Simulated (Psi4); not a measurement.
**triplet GeSiH5Cl at 3 levels**

Wanted: a comparison of 3 runs (UDSD-PBEP86/def2-SVP, UOMP2/def2-SVP, UMP3/def2-SVP) of triplet GeSiH5Cl. 

The results are computed with Psi4 1.11.

2 further runs of the same task are left out: 2 that didn't finish. Runs told in other sessions of the task aren't counted.

### Step 1. Starting point

GeSiH5Cl: 8 atoms, total charge 0, spin state triplet. As SMILES of the parent species, `[SiH3][GeH2][Cl]`. The coordinates come from a PBE0-D4/def2-TZVP relaxation. That shape belongs to the parent species and isn't relaxed for this state.

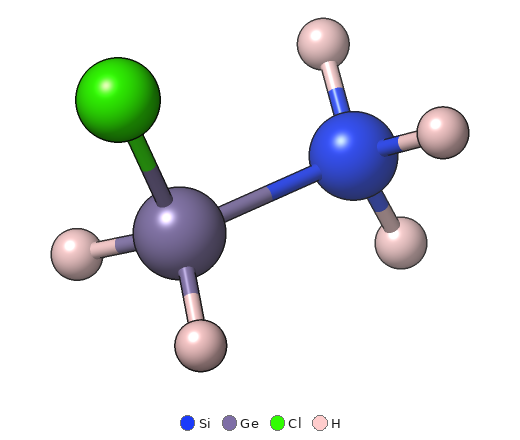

Viewed from a chosen angle; silicon blue, germanium purple, chlorine green, hydrogen pink.

### Step 2. The energy at UDSD-PBEP86/def2-SVP (density fitting for correlation) (run 1)

calc.in reads:

```
memory 2.2 GB

molecule system {
  0 3
  Si    -0.863600     0.827300    -0.302500
  Ge     0.738300    -0.882000     0.118400
  Cl     1.963100    -0.183700     1.766200
  H     -1.744900     0.416200    -1.427300
  H     -0.149800     2.078700    -0.658900
  H     -1.678500     1.035600     0.920200
  H      1.703100    -1.135200    -1.051200
  H      0.124600    -2.213900     0.579200
  units angstrom
  symmetry c1
}

set globals {
  basis                def2-SVP
  reference            uks
  puream               true
  e_convergence        1e-09
  d_convergence        1e-08
  scf_type             pk
  dft_radial_points    99
  dft_spherical_points 590
  num_frozen_docc      19
  maxiter              100
}

energy_value, wavefunction = energy("dsd-pbep86", return_wfn=True)
print_variables()
```

Run with:

```
$ psi4 -n 1 calc.in calc.out
```

calc.out:

```text
[...]
  Running in c1 symmetry.
[...]
  Nuclear repulsion =  338.365643184902012
[...]
  Multiplicity = 3
[...]
  Nalpha       = 35
  Nbeta        = 33
[...]
    Number of basis functions: 93
[...]
   @UKS iter   1: -2825.98018216941182   -2.50612e+00   2.40784e-02 DIIS/ADIIS
[...]
   @UKS iter  23: -2827.28893887800768   -1.22782e-11   4.42119e-09 DIIS
[...]
   @S^2 Observed:                2.011022417E+00
[...]
    Orbital Energies [Eh]
    ---------------------
    Alpha Occupied:
       1A   -402.955589     2A   -103.630213     3A    -67.884536
       4A    -51.329484     5A    -45.575836     6A    -45.573966
       7A    -45.572745     8A    -10.168480     9A     -7.743729
      10A     -7.737348    11A     -7.733592    12A     -6.881592
      13A     -5.892244    14A     -4.930252    15A     -4.924028
      16A     -4.921407    17A     -4.091226    18A     -4.084015
      19A     -4.083422    20A     -1.523418    21A     -1.521962
      22A     -1.517476    23A     -1.513397    24A     -1.512557
      25A     -1.007223    26A     -0.750110    27A     -0.651894
      28A     -0.500254    29A     -0.491399    30A     -0.472168
      31A     -0.464396    32A     -0.462533    33A     -0.408064
      34A     -0.401136    35A     -0.138709
[...]
  @UKS Final Energy: -2827.28893887800768
   => Energetics <=
    Nuclear Repulsion Energy =            338.3656431849020123
    One-Electron Energy =               -4608.2202800271461456
    Two-Electron Energy =                1479.4386176375692230
    DFT Exchange-Correlation Energy =     -36.8729196733324045
    Empirical Dispersion Energy =           0.0000000000000000
    VV10 Nonlocal Energy =                  0.0000000000000000
    Total Energy =                      -2827.2889388780072295
  UHF NO Occupations:
  HONO-2 :   33  A 1.9970338
  HONO-1 :   34  A 1.0000000
[...]
 Multipole Moments:
 ------------------------------------------------------------------------------------
     Multipole            Electronic (a.u.)      Nuclear  (a.u.)        Total (a.u.)
 ------------------------------------------------------------------------------------
 L = 1.  Multiply by 2.5417464519 to convert [e a0] to [Debye]
 Dipole X            :          5.9480196           -6.5467643           -0.5987448
 Dipole Y            :         -6.4420231            6.7251019            0.2830789
 Dipole Z            :          1.5012736           -1.8936689           -0.3923953
 Magnitude           :                                                    0.7698071
[...]
```

It took 22 s on 1 thread of Intel Xeon 6975P-C (Granite Rapids), shared host; peak memory 1.2 GiB.

### Step 3. A single-point energy at UOMP2/def2-SVP (density fitting for correlation) (run 2)

clgeh5si.in reads:

```
memory 2200 MB

molecule system {
  0 3
  Si
  Ge 1 r2
  Cl 2 r3 1 a3
  H 1 r4 2 a4 3 d4
  H 1 r5 4 a5 2 d5
  H 1 r6 5 a6 4 d6
  H 2 r7 3 a7 1 d7
  H 2 r8 7 a8 3 d8

  r2 = 2.380115
  r3 = 2.168641
  a3 = 106.45352
  r4 = 1.486899
  a4 = 109.51976
  d4 = -179.98792
  r5 = 1.484093
  a5 = 109.66627
  d5 = 119.47902
  r6 = 1.484064
  a6 = 110.09646
  d6 = -120.75593
  r7 = 1.537177
  a7 = 106.06311
  d7 = 121.71892
  r8 = 1.53718
  a8 = 109.63006
  d8 = -114.10528
  symmetry c1
}

set globals {
  basis                   def2-SVP
  reference               uhf
  puream                  true
  e_convergence           1e-09
  d_convergence           1e-08
  scf_type                pk
  num_frozen_docc         19
  maxiter                 100
  soscf                   true
  soscf_start_convergence 0.001
}

E, wfn = energy("omp2", return_wfn=True)
```

Run with:

```
$ psi4 clgeh5si.in clgeh5si.out -n 1
```

clgeh5si.out:

```text
[...]
  Running in c1 symmetry.
[...]
  Nuclear repulsion =  338.365620269073418
[...]
  Multiplicity = 3
[...]
  Nalpha       = 35
  Nbeta        = 33
[...]
    Number of basis functions: 93
[...]
   @UHF iter   1: -2824.80852901371827   -2.92621e+00   2.29579e-02 DIIS/ADIIS
[...]
   @UHF iter  63: -2826.01673338791625   -3.09228e-11   9.47193e-09 SOSCF, nmicro=conv
[...]
   @S^2 Observed:                2.013460507E+00
[...]
  @UHF Final Energy: -2826.01673338791625
   => Energetics <=
    Nuclear Repulsion Energy =            338.3656202690734176
    One-Electron Energy =               -4608.0493152874933003
    Two-Electron Energy =                1443.6669616305034651
    Total Energy =                      -2826.0167333879162470
  UHF NO Occupations:
  HONO-2 :   33  A 1.9964912
  HONO-1 :   34  A 1.0000000
  HONO-0 :   35  A 1.0000000
  LUNO+0 :   36  A 0.0035088
  LUNO+1 :   37  A 0.0014778
[...]
 Multipole Moments:
 ------------------------------------------------------------------------------------
     Multipole            Electronic (a.u.)      Nuclear  (a.u.)        Total (a.u.)
 ------------------------------------------------------------------------------------
 L = 1.  Multiply by 2.5417464519 to convert [e a0] to [Debye]
 Dipole X            :          0.0009455           -0.0007666            0.0001789
 Dipole Y            :          0.3119451            0.2711652            0.5831104
 Dipole Z            :          8.6899451           -9.5707669           -0.8808217
 Magnitude           :                                                    1.0563449
[...]
	Warning: cc_lambda option is changed to TRUE
	For this residual convergence, default PCG convergence is:     1.00e-07
[...]
	DF-SCS-MP2 Total Energy (a.u.)     : -2826.47019899092993
	DF-SOS-MP2 Total Energy (a.u.)     : -2826.46424683625310
[...]
	DF-SCS-OMP2 Total Energy (a.u.)    : -2826.48151159941835
	DF-SOS-OMP2 Total Energy (a.u.)    : -2826.43781281369866
	DF-SCS(N)-OMP2 Total Energy (a.u.) : -2826.23423137728878
[...]
	DF-OMP2 Total Energy (a.u.)        : -2826.49652400000014
[...]
```

Wall time 2 min (1 thread of Intel Xeon 6975P-C (Granite Rapids), shared host); peak memory 0.35 GiB.

### Step 4. A single-point energy at UMP3/def2-SVP (run 3)

input.in reads:

```
memory 2200 mb

molecule molecule1 {
  0 3
  Si    -0.863600     0.827300    -0.302500
  Ge     0.738300    -0.882000     0.118400
  Cl     1.963100    -0.183700     1.766200
  H     -1.744900     0.416200    -1.427300
  H     -0.149800     2.078700    -0.658900
  H     -1.678500     1.035600     0.920200
  H      1.703100    -1.135200    -1.051200
  H      0.124600    -2.213900     0.579200
  units angstrom
  symmetry c1
}

set globals {
  basis                   def2-SVP
  reference               uhf
  puream                  true
  e_convergence           1e-09
  d_convergence           1e-08
  scf_type                pk
  num_frozen_docc         19
  maxiter                 100
  mp_type                 conv
  soscf                   true
  soscf_start_convergence 0.001
}

energy('mp3')
```

Run with:

```
$ psi4 -n 1 input.in input.out
```

input.out:

```text
[...]
  Running in c1 symmetry.
[...]
  Nuclear repulsion =  338.365643184902012
[...]
  Multiplicity = 3
[...]
  Nalpha       = 35
  Nbeta        = 33
[...]
    Number of basis functions: 93
[...]
   @UHF iter   1: -2824.80853215714933   -2.92620e+00   2.29579e-02 ADIIS/DIIS
[...]
   @UHF iter  49: -2826.01673335777741   -1.36424e-12   3.55586e-09 SOSCF, nmicro=conv
[...]
   @S^2 Observed:                2.013460452E+00
[...]
  @UHF Final Energy: -2826.01673335777741
   => Energetics <=
    Nuclear Repulsion Energy =            338.3656431849020123
    One-Electron Energy =               -4608.0493420736302141
    Two-Electron Energy =                1443.6669655309506197
    Total Energy =                      -2826.0167333577774116
  UHF NO Occupations:
  HONO-2 :   33  A 1.9964912
  HONO-1 :   34  A 1.0000000
  HONO-0 :   35  A 1.0000000
  LUNO+0 :   36  A 0.0035088
  LUNO+1 :   37  A 0.0014778
[...]
 Multipole Moments:
 ------------------------------------------------------------------------------------
     Multipole            Electronic (a.u.)      Nuclear  (a.u.)        Total (a.u.)
 ------------------------------------------------------------------------------------
 L = 1.  Multiply by 2.5417464519 to convert [e a0] to [Debye]
 Dipole X            :          5.7263415           -6.5467643           -0.8204229
 Dipole Y            :         -6.4120610            6.7251019            0.3130410
 Dipole Z            :          1.3064904           -1.8936689           -0.5871785
 Magnitude           :                                                    1.0563460
[...]
	SCS-MP2 Total Energy (a.u.)        : -2826.47046772065005
	SOS-MP2 Total Energy (a.u.)        : -2826.46462449132832
[...]
	SOS-PI-MP2 Total Energy (a.u.)     : -2826.49907765544776
[...]
	MP2 Total Energy (a.u.)            : -2826.48215417929396
[...]
	SCS-MP3 Total Energy (a.u.)        : -2826.47745114102099
[...]
	MP3 Total Energy (a.u.)            : -2826.51008786077773
[...]
```

It took 37 s on 1 thread of Intel Xeon 6975P-C (Granite Rapids), shared host; peak memory 0.59 GiB.

### Step 5. Overview of the runs

```csv
run,level,integration grid,soscf,energy (Eh),HOMO energy (eV),⟨S²⟩,wall time
1,UDSD-PBEP86/def2-SVP (density fitting for correlation),99 radial × 590 angular,–,-2827.539041,-3.77,2.011,22 s
2,UOMP2/def2-SVP (density fitting for correlation),–,yes,-2826.496524,-4.41,2.013,2 min
3,UMP3/def2-SVP,–,yes,-2826.510088,-4.41,2.013,37 s
```

### Step 6. Outcome

```
                                                         quantity           value
                                              run 3: total energy  -2826.51009 Eh
run 3: HOMO energy (Hartree–Fock orbitals) (highest over α and β)        -4.41 eV
 run 3: LUMO energy (Hartree–Fock orbitals) (lowest over α and β)        -2.87 eV
              run 3: correlation energy (19 core orbitals frozen)      -493.4 mEh
                         run 3: ⟨S²⟩ of the reference determinant           2.013
```

All runs together took 3 min, the longest 2 min.
